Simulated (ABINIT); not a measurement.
**LiH (Fm-3m): G0W0 in ABINIT against the bands in the self-energy**

How does the gap of LiH (Fm-3m) converge in the bands in the self-energy?

Method: PBE and many-body steps on it, plane waves, in ABINIT 10.8.3.

The database entry behind the starting cell differs from later determinations by our own check (the deuteride, about 0.2 % short), so it need not match the best structure at ambient conditions.

### 1. Starting point

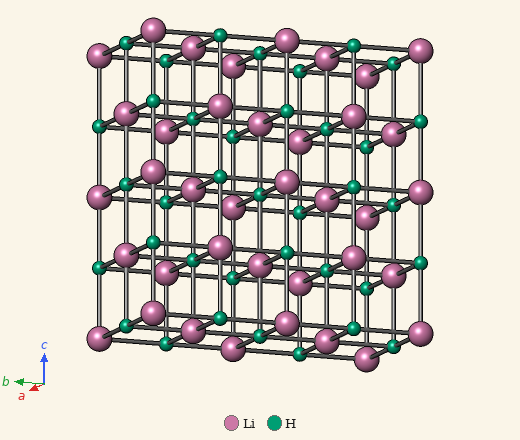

The cell as given, from a free direction (lithium pink, hydrogen teal). 1×2×2 cells are drawn. This picture shows the conventional cell, with its axes. Some periodic images of atoms are drawn too.

Coordinates:

```cif
data_structure
_symmetry_space_group_name_H-M 'P 1'
_symmetry_Int_Tables_number 1
_cell_length_a 2.8804
_cell_length_b 2.8804
_cell_length_c 2.8804
_cell_angle_alpha 60.000
_cell_angle_beta 60.000
_cell_angle_gamma 60.000
_cell_volume 16.90
loop_
_atom_site_label
_atom_site_type_symbol
_atom_site_fract_x
_atom_site_fract_y
_atom_site_fract_z
_atom_site_occupancy
Li1 Li 0.00000 0.00000 0.00000 1
H2 H 0.50000 0.50000 0.50000 1
```

The cell and positions come from the Crystallography Open Database and are kept as given unless a step says otherwise.

### 2. Screening, 8×8×8 mesh, 308 bands, screening to 435.4 eV

This step: ABINIT 10.8.3; RPA screening on PBE, plane waves, norm-conserving pseudopotentials.

The RPA dielectric matrix is built and inverted for each q.

run.abi reads:

```
acell 3*1.0 Angstrom
rprim 
  -0.000000000000 2.036750000000 2.036750000000
  2.036750000000 -0.000000000000 2.036750000000
  2.036750000000 2.036750000000 -0.000000000000
ntypat 2
znucl 3 1
natom 2
typat 1 2
xred 
  0.000000000000 0.000000000000 0.000000000000
  0.500000000000 0.500000000000 0.500000000000
pp_dirpath "pseudos"
pseudos "Li.upf, H.upf"
ecut 33
ngkpt 8 8 8
nshiftk 1
shiftk 0 0 0
kptopt 1
chksymbreak 0
istwfk *1
occopt 1
irdwfk 1
optdriver 3
nband 308
ecuteps 16
inclvkb 2
awtr 1
symchi 1
indata_prefix "in"
outdata_prefix "out"
tmpdata_prefix "tmp"
```

On the command line:

```bash
> OMP_NUM_THREADS=1 mpirun -n 4 abinit run.abi > log
```

What it wrote:

```text
.Version 10.8.3 of ABINIT. v10.8.2 released Aug 2026.

 Symmetries : space group Fm -3 m (#225); Bravais cF (face-center cubic)
[... echo of the input left out ...]
== DATASET  1 ==================================================================
-   mpi_nproc: 4, omp_nthreads: 1 (-1 if OMP is not activated)

--- !DatasetInfo
iteration_state: {dtset: 1, }
dimensions: {natom: 2, nkpt: 29, mband: 308, nsppol: 1, nspinor: 1, nspden: 1, mpw: 1056, }
cutoff_energies: {ecut:  33.0, pawecutdg:  -1.0, }
electrons: {nelect:   4.00000000E+00, charge:   0.00000000E+00, occopt:   1.00000000E+00, tsmear:   1.00000000E-02, }

 SCREENING: Calculation of the susceptibility and dielectric matrices

 Based on a program developped by R.W. Godby, V. Olevano, G. Onida, and L. Reining.
 Incorporated in ABINIT by V. Olevano, G.-M. Rignanese, and M. Torrent.
.Using double precision arithmetic ; gwpc =  8

[... cell and pseudopotentials left out ...]
--------------------------------------------------------------------------------

 ==== K-mesh for the wavefunctions ====
 Number of points in the irreducible wedge :    29
[... list of points left out ...]
 Together with 48 symmetry operations and time-reversal symmetry
 yields   512 points in the full Brillouin Zone.

 ==== Q-mesh for the screening function ====
 Number of points in the irreducible wedge :    29
[... list of points left out ...]
 Together with 48 symmetry operations and time-reversal symmetry
 yields   512 points in the full Brillouin Zone.

 setmesh: FFT mesh size selected  =    24x   24x   24
          total number of points  =        13824

 vcoul_init : cutoff-mode = AUXILIARY_FUNCTION
 q-points for optical limit:   1
     1)      0.000010    0.000020    0.000030

- screening: taking advantage of time-reversal symmetry
- Maximum band index for partially occupied states nbvw = 2
- Remaining bands to be divided among processors   nbcw = 306
- Number of bands treated by each node ~76

 Number of electrons calculated from density =    4.0000; Expected =    4.0000
 average of density, n =  0.035077
 r_s =    1.8951
 omega_plasma =   18.0662 [eV]

 calculating chi0 at frequencies [eV] :
  1    0.000000E+00    0.000000E+00
  2    0.000000E+00    1.806615E+01

--------------------------------------------------------------------------------
  q-point number  1        q = ( 0.000000, 0.000000, 0.000000) [r.l.u.]
--------------------------------------------------------------------------------
[... chi0 elements left out ...]
 For q-point:  0.000010 0.000020 0.000030
  dielectric constant =   4.0088
  dielectric constant without local fields =   4.4048

  Average fulfillment of the sum rule on Im[epsilon] for q-point    1 :    103.13  [%]
[... wings left out ...]
  q-point number  2        q = ( 0.125000, 0.000000, 0.000000) [r.l.u.]
--------------------------------------------------------------------------------
[... chi0 elements left out ...]
  Average fulfillment of the sum rule on Im[epsilon] for q-point    2 :    105.27  [%]

 [... 27 further q-points ...]
```

Wall time 5.2 min (4 MPI ranks of AMD EPYC 7R43, shared host); peak memory 3.2 GiB.

This step gave:

```yaml
eps_infinity_with_local_fields_on_this_mesh_along_the_program_s_q_direction: 4.009
the_same_without_local_fields: 4.405
plasma_frequency: 18.07 eV
plane_waves_in_the_screening_matrix: 339
```

Local fields lower ε∞ by 9 %.

### 3. 10 bands

This step: G0W0 on PBE, plane waves, norm-conserving pseudopotentials.

Changes to run.abi since step 2:

```diff
@@ -23,8 +23,17 @@
 irdwfk 1
-optdriver 3
-nband 308
+optdriver 4
+nband 10
+gwcalctyp 0
+ecutsigx 33
+symsigma 1
+nkptgw 2
+kptgw 
+  0.5000000000 0.5000000000 0.0000000000
+  0.0000000000 0.0000000000 0.0000000000
+bdgw 
+  1 5
+  1 6
 ecuteps 16
-inclvkb 2
-awtr 1
-symchi 1
+irdscr 1
+ppmodel 1
 indata_prefix "in"
```

What it wrote:

```text
.Version 10.8.3 of ABINIT. v10.8.2 released Aug 2026.

 Symmetries : space group Fm -3 m (#225); Bravais cF (face-center cubic)
[... echo of the input left out ...]
== DATASET  1 ==================================================================
-   mpi_nproc: 4, omp_nthreads: 1 (-1 if OMP is not activated)

--- !DatasetInfo
iteration_state: {dtset: 1, }
dimensions: {natom: 2, nkpt: 29, mband: 10, nsppol: 1, nspinor: 1, nspden: 1, mpw: 1056, }
cutoff_energies: {ecut:  33.0, pawecutdg:  -1.0, }
electrons: {nelect:   4.00000000E+00, charge:   0.00000000E+00, occopt:   1.00000000E+00, tsmear:   1.00000000E-02, }

 SIGMA: Calculation of the GW corrections

 Based on a program developped by R.W. Godby, V. Olevano, G. Onida, and L. Reining.
 Incorporated in ABINIT by V. Olevano, G.-M. Rignanese, and M. Torrent.
.Using double precision arithmetic ; gwpc =  8

[... cell and pseudopotentials left out ...]
--------------------------------------------------------------------------------

 ==== K-mesh for the wavefunctions ====
 Number of points in the irreducible wedge :    29
[... list of points left out ...]
 Together with 48 symmetry operations and time-reversal symmetry
 yields   512 points in the full Brillouin Zone.

 ==== Q-mesh for screening function ====
 Number of points in the irreducible wedge :    29
[... list of points left out ...]
 Together with 48 symmetry operations and time-reversal symmetry
 yields   512 points in the full Brillouin Zone.

 vcoul_init : cutoff-mode = AUXILIARY_FUNCTION
 q-points for optical limit:   1
     1)      0.000010    0.000020    0.000030
 setmesh: FFT mesh size selected  =    30x   30x   30
          total number of points  =        27000

 Number of electrons calculated from density =    4.0000; Expected =    4.0000
 average of density, n =  0.035077
 r_s =    1.8951
 omega_plasma =   18.0662 [eV]

 === KS Band Gaps ===
  >>>> For spin  1
   Minimum direct gap =   3.0221 [eV], located at k-point      :   0.5000  0.5000  0.0000
   Fundamental gap    =   3.0221 [eV], Top of valence bands at :   0.5000  0.5000  0.0000
                                       Bottom of conduction at :   0.5000  0.5000  0.0000
 SIGMA fundamental parameters:
 PLASMON POLE MODEL  1
 number of plane-waves for SigmaX                 1037
 number of plane-waves for SigmaC and W            339
 number of plane-waves for wavefunctions          1037
 number of bands                                    10
 number of independent spin polarizations            1
 number of spinorial components                      1
 number of k-points in IBZ                          29
 number of q-points in IBZ                          29
 number of symmetry operations                      48
 number of k-points in BZ                          512
 number of q-points in BZ                          512
 number of frequencies for dSigma/dE                 9
 frequency step for dSigma/dE [eV]                0.25
 number of omega for Sigma on real axis              0
 max omega for Sigma on real axis  [eV]           0.00
 zcut for avoiding poles [eV]                     0.10

 EPSILON^-1 parameters (SCR file):
 dimension of the eps^-1 matrix on file            339
 dimension of the eps^-1 matrix used               339
 number of plane-waves for wavefunctions          1037
 number of bands                                   308
 number of q-points in IBZ                          29
 number of frequencies                               2
 number of real frequencies                          1
 number of imag frequencies                          1

 matrix elements of self-energy operator (all in [eV])

 Perturbative Calculation

--- !SelfEnergy_ee
iteration_state: {dtset: 1, }
kpoint     : [   0.500,    0.500,    0.000, ]
spin       : 1
KS_gap     :    3.022
QP_gap     :    4.769
Delta_QP_KS:    1.747
data: !SigmaeeData |
     Band     E0 <VxcDFT>   SigX SigC(E0)      Z dSigC/dE  Sig(E)    E-E0       E
        1 -44.599 -25.708 -39.786   6.091   0.765  -0.307 -31.818  -6.110 -50.709
        2  -0.348 -11.306 -14.553   2.043   0.776  -0.288 -12.241  -0.934  -1.282
        3   2.674  -7.648  -3.711  -2.939   0.815  -0.227  -6.835   0.813   3.487
        4  10.239  -8.235  -2.670  -3.946   0.785  -0.274  -6.964   1.271  11.510
        5  10.239  -8.235  -2.670  -3.946   0.785  -0.274  -6.964   1.271  11.510

--- !SelfEnergy_ee
iteration_state: {dtset: 1, }
kpoint     : [   0.000,    0.000,    0.000, ]
spin       : 1
KS_gap     :   20.729
QP_gap     :   23.371
Delta_QP_KS:    2.642
data: !SigmaeeData |
     Band     E0 <VxcDFT>   SigX SigC(E0)      Z dSigC/dE  Sig(E)    E-E0       E
        1 -44.649 -25.626 -39.725   6.096   0.773  -0.294 -31.809  -6.183 -50.832
        2  -5.602  -9.916 -15.631   3.757   0.716  -0.396 -11.319  -1.402  -7.004
        3  15.128 -11.718  -4.656  -5.202   0.666  -0.501 -10.479   1.239  16.367
        4  17.057  -8.964  -2.438  -4.535   0.727  -0.375  -7.516   1.448  18.505
        5  17.057  -8.964  -2.438  -4.535   0.727  -0.375  -7.516   1.448  18.505
        6  17.057  -8.964  -2.438  -4.535   0.727  -0.375  -7.516   1.448  18.505

== END DATASET(S) ==============================================================
================================================================================

 -outvars: echo values of variables after computation  --------
           etotal      0.0000000000E+00
            nband          10
             nkpt          29
          spgroup         225
 [... the other variables as echoed above ...]

 Calculation completed.
```

Run time: 10 s. Hardware: 4 MPI ranks; peak memory 1.3 GiB; 39 s of CPU time.

This step gave:

| Quantity | Value |
| --- | --- |
| G0W0 gap on the points computed | 4.769 eV |
| starting gap on the mesh | 3.022 eV |
| k of the valence top | 0.5, 0.5, 0 |
| k of the conduction bottom | 0.5, 0.5, 0 |
| Z at the valence top | 0.776 |
| Z at the conduction bottom | 0.815 |
| least direct G0W0 gap on the computed points | 4.769 eV |

### 4. 11 bands

Changes to run.abi since step 3:

```diff
@@ -24,3 +24,3 @@
 optdriver 4
-nband 10
+nband 11
 gwcalctyp 0
```

What it wrote:

```text
.Version 10.8.3 of ABINIT. v10.8.2 released Aug 2026.

 Symmetries : space group Fm -3 m (#225); Bravais cF (face-center cubic)
[... echo of the input left out ...]
== DATASET  1 ==================================================================
-   mpi_nproc: 4, omp_nthreads: 1 (-1 if OMP is not activated)

--- !DatasetInfo
iteration_state: {dtset: 1, }
dimensions: {natom: 2, nkpt: 29, mband: 11, nsppol: 1, nspinor: 1, nspden: 1, mpw: 1056, }
cutoff_energies: {ecut:  33.0, pawecutdg:  -1.0, }
electrons: {nelect:   4.00000000E+00, charge:   0.00000000E+00, occopt:   1.00000000E+00, tsmear:   1.00000000E-02, }

 SIGMA: Calculation of the GW corrections

 Based on a program developped by R.W. Godby, V. Olevano, G. Onida, and L. Reining.
 Incorporated in ABINIT by V. Olevano, G.-M. Rignanese, and M. Torrent.
.Using double precision arithmetic ; gwpc =  8

[... cell and pseudopotentials left out ...]
--------------------------------------------------------------------------------

 ==== K-mesh for the wavefunctions ====
 Number of points in the irreducible wedge :    29
[... list of points left out ...]
 Together with 48 symmetry operations and time-reversal symmetry
 yields   512 points in the full Brillouin Zone.

 ==== Q-mesh for screening function ====
 Number of points in the irreducible wedge :    29
[... list of points left out ...]
 Together with 48 symmetry operations and time-reversal symmetry
 yields   512 points in the full Brillouin Zone.

 vcoul_init : cutoff-mode = AUXILIARY_FUNCTION
 q-points for optical limit:   1
     1)      0.000010    0.000020    0.000030
 setmesh: FFT mesh size selected  =    30x   30x   30
          total number of points  =        27000

 Number of electrons calculated from density =    4.0000; Expected =    4.0000
[...]
number of omega for Sigma on real axis              0
 max omega for Sigma on real axis  [eV]           0.00
 zcut for avoiding poles [eV]                     0.10

 EPSILON^-1 parameters (SCR file):
 dimension of the eps^-1 matrix on file            339
 dimension of the eps^-1 matrix used               339
 number of plane-waves for wavefunctions          1037
 number of bands                                   308
 number of q-points in IBZ                          29
 number of frequencies                               2
 number of real frequencies                          1
 number of imag frequencies                          1

 matrix elements of self-energy operator (all in [eV])

 Perturbative Calculation

--- !SelfEnergy_ee
iteration_state: {dtset: 1, }
kpoint     : [   0.500,    0.500,    0.000, ]
spin       : 1
KS_gap     :    3.022
QP_gap     :    4.778
Delta_QP_KS:    1.756
data: !SigmaeeData |
     Band     E0 <VxcDFT>   SigX SigC(E0)      Z dSigC/dE  Sig(E)    E-E0       E
        1 -44.599 -25.708 -39.786   6.071   0.765  -0.307 -31.833  -6.125 -50.723
        2  -0.348 -11.306 -14.553   1.986   0.776  -0.289 -12.284  -0.978  -1.326
        3   2.674  -7.648  -3.711  -2.981   0.814  -0.228  -6.870   0.778   3.452
[...]
--- !SelfEnergy_ee
iteration_state: {dtset: 1, }
kpoint     : [   0.000,    0.000,    0.000, ]
spin       : 1
KS_gap     :   20.729
QP_gap     :   23.350
Delta_QP_KS:    2.620
data: !SigmaeeData |
     Band     E0 <VxcDFT>   SigX SigC(E0)      Z dSigC/dE  Sig(E)    E-E0       E
[...]
5  17.057  -8.964  -2.438  -4.648   0.726  -0.378  -7.601   1.363  18.419
        6  17.057  -8.964  -2.438  -4.648   0.726  -0.378  -7.601   1.363  18.419

== END DATASET(S) ==============================================================
================================================================================

 -outvars: echo values of variables after computation  --------
           etotal      0.0000000000E+00
            nband          11
             nkpt          29
          spgroup         225
 [... the other variables as echoed above ...]

 Calculation completed.
```

Wall time 10 s (4 MPI ranks); peak memory 1.3 GiB.

This step gave:

| Property | Result |
| --- | --- |
| G0W0 gap on the points computed | 4.778 eV |
| starting gap on the mesh | 3.022 eV |
| k of the valence top | 0.5, 0.5, 0 |
| k of the conduction bottom | 0.5, 0.5, 0 |
| Z at the valence top | 0.776 |
| Z at the conduction bottom | 0.814 |
| least direct G0W0 gap on the computed points | 4.778 eV |

### 5. 29 bands

Changes to run.abi since step 4:

```diff
@@ -24,3 +24,3 @@
 optdriver 4
-nband 11
+nband 29
 gwcalctyp 0
```

What it wrote:

```text
.Version 10.8.3 of ABINIT. v10.8.2 released Aug 2026.

 Symmetries : space group Fm -3 m (#225); Bravais cF (face-center cubic)
[... echo of the input left out ...]
== DATASET  1 ==================================================================
-   mpi_nproc: 4, omp_nthreads: 1 (-1 if OMP is not activated)

--- !DatasetInfo
iteration_state: {dtset: 1, }
dimensions: {natom: 2, nkpt: 29, mband: 29, nsppol: 1, nspinor: 1, nspden: 1, mpw: 1056, }
cutoff_energies: {ecut:  33.0, pawecutdg:  -1.0, }
electrons: {nelect:   4.00000000E+00, charge:   0.00000000E+00, occopt:   1.00000000E+00, tsmear:   1.00000000E-02, }

 SIGMA: Calculation of the GW corrections

 Based on a program developped by R.W. Godby, V. Olevano, G. Onida, and L. Reining.
 Incorporated in ABINIT by V. Olevano, G.-M. Rignanese, and M. Torrent.
.Using double precision arithmetic ; gwpc =  8

[... cell and pseudopotentials left out ...]
--------------------------------------------------------------------------------

 ==== K-mesh for the wavefunctions ====
 Number of points in the irreducible wedge :    29
[... list of points left out ...]
 Together with 48 symmetry operations and time-reversal symmetry
 yields   512 points in the full Brillouin Zone.

 ==== Q-mesh for screening function ====
 Number of points in the irreducible wedge :    29
[... list of points left out ...]
 Together with 48 symmetry operations and time-reversal symmetry
 yields   512 points in the full Brillouin Zone.

 vcoul_init : cutoff-mode = AUXILIARY_FUNCTION
 q-points for optical limit:   1
     1)      0.000010    0.000020    0.000030
 setmesh: FFT mesh size selected  =    30x   30x   30
          total number of points  =        27000

 Number of electrons calculated from density =    4.0000; Expected =    4.0000
[...]
number of omega for Sigma on real axis              0
 max omega for Sigma on real axis  [eV]           0.00
 zcut for avoiding poles [eV]                     0.10

 EPSILON^-1 parameters (SCR file):
 dimension of the eps^-1 matrix on file            339
 dimension of the eps^-1 matrix used               339
 number of plane-waves for wavefunctions          1037
 number of bands                                   308
 number of q-points in IBZ                          29
 number of frequencies                               2
 number of real frequencies                          1
 number of imag frequencies                          1

 matrix elements of self-energy operator (all in [eV])

 Perturbative Calculation

--- !SelfEnergy_ee
iteration_state: {dtset: 1, }
kpoint     : [   0.500,    0.500,    0.000, ]
spin       : 1
KS_gap     :    3.022
QP_gap     :    4.905
Delta_QP_KS:    1.883
data: !SigmaeeData |
     Band     E0 <VxcDFT>   SigX SigC(E0)      Z dSigC/dE  Sig(E)    E-E0       E
        1 -44.599 -25.708 -39.786   5.822   0.764  -0.309 -32.015  -6.307 -50.906
        2  -0.348 -11.306 -14.553   1.564   0.772  -0.295 -12.606  -1.300  -1.648
        3   2.674  -7.648  -3.711  -3.218   0.812  -0.232  -7.064   0.584   3.258
[...]
--- !SelfEnergy_ee
iteration_state: {dtset: 1, }
kpoint     : [   0.000,    0.000,    0.000, ]
spin       : 1
KS_gap     :   20.729
QP_gap     :   22.988
Delta_QP_KS:    2.259
data: !SigmaeeData |
     Band     E0 <VxcDFT>   SigX SigC(E0)      Z dSigC/dE  Sig(E)    E-E0       E
[...]
5  17.057  -8.964  -2.438  -5.233   0.719  -0.390  -8.034   0.930  17.986
        6  17.057  -8.964  -2.438  -5.233   0.719  -0.390  -8.034   0.930  17.986

== END DATASET(S) ==============================================================
================================================================================

 -outvars: echo values of variables after computation  --------
           etotal      0.0000000000E+00
            nband          29
             nkpt          29
          spgroup         225
 [... the other variables as echoed above ...]

 Calculation completed.
```

The job ended after 22 s (4 MPI ranks; peak memory 1.4 GiB; 86 s of CPU time).

This step gave:

```yaml
g0w0_gap_on_the_points_computed: 4.906 eV
starting_gap_on_the_mesh: 3.022 eV
k_of_the_valence_top: 0.5, 0.5, 0
k_of_the_conduction_bottom: 0.5, 0.5, 0
z_at_the_valence_top: 0.772
z_at_the_conduction_bottom: 0.812
least_direct_g0w0_gap_on_the_computed_points: 4.906 eV
```

(Part 1 of 2 ends here.)

[Paths, hosts, dates, memory and timing lines, banners, echoed tables and standing remarks are left out of the program output.]

[Logs are printed without paths, hosts, clocks, repeated set-up lines and the standing remarks that a program may print on its own settings, such as how far it seeks lower states.]

[Runs of the session that timed out or met a known fault of the program may be left out.]

[Hosts, paths, dates, database ids (printed as entryN), source tags and the programs' standing remarks are cut or masked in the printed files.]

[G0W0 gaps are taken among the corrected bands and points alone; a level outside them can change the order at an edge.]

[Where Ansatz stands beside ABINIT at settings called matched, ABINIT's density can come from a denser mesh and the files from another edition; pairs whose starting gaps differed by over 0.03 eV were left out, so agreement reads better than it is.]
